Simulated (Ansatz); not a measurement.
# triplet AlH3 at 6 levels

We compute a comparison of 6 runs (U-wB97X/3-21G, UPBE/3-21G, UPBE0/3-21G, U-wB97X/6-31G*, UB2PLYP/6-31G*, UCCSDT/6-31G*) of triplet AlH3. 

The results are computed with Ansatz 0.2.0.

61 further runs of the same task are left out: 2 that didn't finish, 59 set aside as unsound or not needed.

## 1. The structure to begin with

AlH3: 4 atoms, total charge 0, spin state triplet. As SMILES of the parent species, `[H][Al]([H])[H]`. Geometry: a GFN2-xTB relaxation, a rough one for these elements and not checked as a minimum. That shape belongs to the parent species and isn't relaxed for this state.

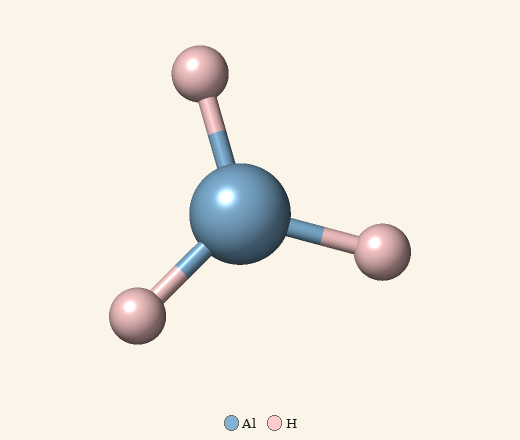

Viewed from a chosen angle; aluminium light blue, hydrogen pink.

## 2. The energy at U-wB97X/3-21G (run 1)

The input, input.yaml:

```yaml
crystal:
  periodic: [false, false, false]
  atoms:
    - {symbol: Al, position_ang: [-0.000010, -0.000020, 0.000020]}
    - {symbol: H, position_ang: [1.552650, -0.030520, 0.014610]}
    - {symbol: H, position_ang: [-0.749810, 1.359840, -0.019120]}
    - {symbol: H, position_ang: [-0.802830, -1.329300, 0.004480]}
basis:
  gaussian:
    orbitals: 3-21G.json
total_charge: 0
magnetization:
  spin_polarized: true
  initial_magnetization: 2
hamiltonian:
  xc: {name: wB97X}
accuracy: high
```

The basis set 3-21G is read from a file made from the Basis Set Exchange's data (not shown).

Command:

```console
$ ansatz run input.yaml --threads 1 --pin off --max-ram 2610MiB --events-out events.jsonl --progress --plain --runs-dir runs
```

Output:

```text
Warning: RAYON_NUM_THREADS=1 ignored (pool sized by the plan → 1); use --threads N
Functional definition: wB97X
  name "wB97X"
  parameter omega = 0.3/bohr
  parameter cx = 0.157706
  parameter cx1 = 0.726479
  parameter cx2 = 1.04760
  parameter cx3 = -5.70635
  parameter cx4 = 13.2794
  parameter css1 = -4.33879
  parameter css2 = 18.2308
  parameter css3 = -31.7430
  parameter css4 = 17.2901
  parameter cos1 = 2.37031
  parameter cos2 = -11.3995
  parameter cos3 = 6.58405
  parameter cos4 = -3.78132
  exchange = spin_sum(e_x_unif_sr(omega)*poly(b97_u_x, 1 - cx, cx1, cx2, cx3, cx4)) + cx*exact_x_sr(omega)
      + exact_x_lr(omega)
  correlation = spin_sum(e_c_pw_same_spin*poly(b97_u_same, 1, css1, css2, css3, css4))
      + integral(e_c_pw_opposite_spin*poly(b97_u_opposite, 1, cos1, cos2, cos3, cos4))
374 factors; integrals over basis functions are off by at most 2.8e-9 eV
161 factors; integrals over basis functions are off by at most 2.5e-9 eV
mean field evaluation 1: about -6601.7310 eV, gradient 5.9e0 eV
mean field evaluation 2: about -6602.1433 eV, gradient 1.3e0 eV
mean field evaluation 4: about -6602.1712 eV, gradient 1.8e-1 eV
mean field evaluation 8: about -6602.1708 eV, gradient 9.7e-3 eV
mean field evaluation 16: about -6602.1708 eV, gradient 4.3e-3 eV
mean field evaluation 32: about -6601.9182 eV, gradient 4.3e0 eV
mean field evaluation 64: about -6602.1708 eV, gradient 1.1e-2 eV
mean field -6602.17089444 eV, -242.6253052587 hartree, gradient 4.0e-8 eV, S^2 2.005901; 4 other end points of the search recorded, 0 dependent functions left out
reference -6602.17089307 eV, -242.6253052081 hartree; 9, 7 occupied and 10, 12 virtual orbitals, 374 factors
Total energy: -6602.17089307 eV, -242.6253052081 hartree
```

Run time: 34 s. Hardware: 1 thread of Arm Neoverse V2, shared host; peak memory 0.33 GiB.

## 3. A single-point energy at UPBE/3-21G (run 2)

The input, in.yaml:

```yaml
crystal:
  periodic: [false, false, false]
  atoms:
    - {symbol: Al, position_ang: [-0.000010, -0.000020, 0.000020]}
    - {symbol: H, position_ang: [1.552650, -0.030520, 0.014610]}
    - {symbol: H, position_ang: [-0.749810, 1.359840, -0.019120]}
    - {symbol: H, position_ang: [-0.802830, -1.329300, 0.004480]}
basis:
  gaussian:
    orbitals: 3-21G.json
magnetization:
  spin_polarized: true
  initial_magnetization: 2
hamiltonian:
  xc: pbe
accuracy: high
```

The basis set 3-21G is read from a file made from the Basis Set Exchange's data (not shown).

Command:

```console
$ ansatz run in.yaml --threads 1 --pin off --max-ram 2610MiB --events-out events.jsonl --progress --plain --runs-dir runs
```

Output:

```text
Warning: RAYON_NUM_THREADS=1 ignored (pool sized by the plan → 1); use --threads N
Functional definition: PBE
  name "PBE"
  parameter kappa = 0.804
  parameter beta = 0.06672455060314922
  exchange = pbe_x(kappa = kappa, mu = beta*pi^2/3)
  correlation = pbe_c(beta = beta)
374 factors; integrals over basis functions are off by at most 2.8e-9 eV
mean field evaluation 1: about -6598.5544 eV, gradient 6.2e0 eV
mean field evaluation 2: about -6597.1371 eV, gradient 1.2e1 eV
mean field evaluation 4: about -6598.3090 eV, gradient 7.1e0 eV
mean field evaluation 8: about -6598.9862 eV, gradient 1.7e-4 eV
mean field evaluation 16: about -6598.2077 eV, gradient 7.7e0 eV
mean field evaluation 32: about -6598.9251 eV, gradient 3.9e-1 eV
mean field -6598.98622050 eV, -242.5082706499 hartree, gradient 2.6e-8 eV, S^2 2.001861; 6 other end points of the search recorded, 0 dependent functions left out
reference -6598.98622401 eV, -242.5082707788 hartree; 9, 7 occupied and 10, 12 virtual orbitals, 374 factors
Total energy: -6598.98622401 eV, -242.5082707788 hartree
```

It took 3 s on 1 thread of Arm Neoverse V2, shared host; peak memory 0.11 GiB.

Runs 3 to 4 aren't shown in full; the table further down has their settings and results.

## 4. A single-point energy at UB2PLYP/6-31G(d) (spherical functions) (run 5)

Edit in.yaml of step 3 so:

```diff
@@ -9,3 +9,3 @@
   gaussian:
-    orbitals: 3-21G.json
+    orbitals: 6-31G_st_-spherical.json
 magnetization:
@@ -13,4 +13,6 @@
   initial_magnetization: 2
+accuracy: high
 hamiltonian:
-  xc: pbe
-accuracy: high
+  xc: {name: B2PLYP}
+correlation:
+  frozen_orbitals: {Al: 5, H: 0}
```

The basis set 6-31G* is read from a file made from the Basis Set Exchange's data (not shown).

Command:

```console
$ ansatz run in.yaml --threads 1 --pin off --max-ram 2610MiB --events-out events.jsonl --progress --plain --runs-dir runs
```

Output (excerpt; [...] marks lines left out):

```text
Warning: RAYON_NUM_THREADS=1 ignored (pool sized by the plan → 1); use --threads N
Functional definition: B2PLYP
  name "B2PLYP"
[...]
453 factors; integrals over basis functions are off by at most 3.6e-9 eV
[...]
mean field -6634.86679951 eV, -243.8268576076 hartree, gradient 1.5e-8 eV, S^2 2.029625; 2 other end points of the search recorded, 0 dependent functions left out
5 core orbitals not correlated: weight in the atoms' cores, before any rotation towards them, 1.000 or more for the frozen orbitals, at most 0.000 for the correlated occupied ones
reference -6634.86682069 eV, -243.8268583860 hartree; 4, 2 occupied and 15, 17 virtual orbitals, 453 factors
second order -1.93854834 eV of doubles, -0.00000000 eV of singles
Total energy: -6635.39022874 eV, -243.8460932771 hartree
```

Run time: 3.9 s. Hardware: 1 thread of Arm Neoverse V2, shared host; peak memory 0.12 GiB.

## 5. The energy at UCCSDT/6-31G(d) (spherical functions) (run 6)

The input, in.yaml:

```yaml
crystal:
  periodic: [false, false, false]
  atoms:
    - symbol: Al
      position_ang: [-0.000010, -0.000020, 0.000020]
    - symbol: H
      position_ang: [1.552650, -0.030520, 0.014610]
    - symbol: H
      position_ang: [-0.749810, 1.359840, -0.019120]
    - symbol: H
      position_ang: [-0.802830, -1.329300, 0.004480]
basis:
  gaussian: {orbitals: 6-31G_st_-spherical.json}
magnetization: {spin_polarized: true, initial_magnetization: 2}
correlation: {method: ccsdt, frozen_orbitals: {Al: 5, H: 0}}
accuracy: high
scf: {omitted_lower_state_checks: [cluster_reference, increment]}
```

The basis set 6-31G* is read from a file made from the Basis Set Exchange's data (not shown).

Command:

```console
$ ansatz run in.yaml --threads 1 --pin off --max-ram 2610MiB --events-out events.jsonl --progress --plain --runs-dir runs
```

Output:

```text
Warning: RAYON_NUM_THREADS=1 ignored (pool sized by the plan → 1); use --threads N
[... 13 lines left out ...]
5 core orbitals not correlated: weight in the atoms' cores, before any rotation towards them, 1.000 or more for the frozen orbitals, at most 0.000 for the correlated occupied ones
[... 35 lines left out ...]
Total energy: -6625.93318858 eV, -243.4985534614 hartree
Checks for a lower state left out: cluster_reference, increment
```

Run time: 1.1 s. Hardware: 1 thread of Arm Neoverse V2, shared host.

## 6. The series

| run | level | frozen core orbitals | energy (Eh) | ⟨S²⟩ | wall time |
| --- | --- | --- | --- | --- | --- |
| 1 | U-wB97X/3-21G | – | -242.625305 | 2.006 | 34 s |
| 2 | UPBE/3-21G | – | -242.508271 | 2.002 | 3 s |
| 3 | UPBE0/3-21G | – | -242.531943 | 2.004 | 3.9 s |
| 4 | U-wB97X/6-31G* (spherical functions) | – | -243.964627 | 2.006 | 52 s |
| 5 | UB2PLYP/6-31G* (spherical functions) | 5 | -243.846093 | 2.030 | 3.9 s |
| 6 | UCCSDT/6-31G* (spherical functions) | 5 | -243.498553 | 2.005 | 1.1 s |

## 7. Results

| quantity | value |
| --- | --- |
| run 6: total energy | -243.49855 Eh |
| run 6: correlation energy (5 core orbitals frozen) | -78.5 mEh |
| run 6: ⟨S²⟩ of the reference determinant | 2.005 |
| run 6: T1 diagnostic | 0.059 |

**Reading.** Totals of different functionals can't be ranked against each other. All runs together took 97 s, the longest 52 s.
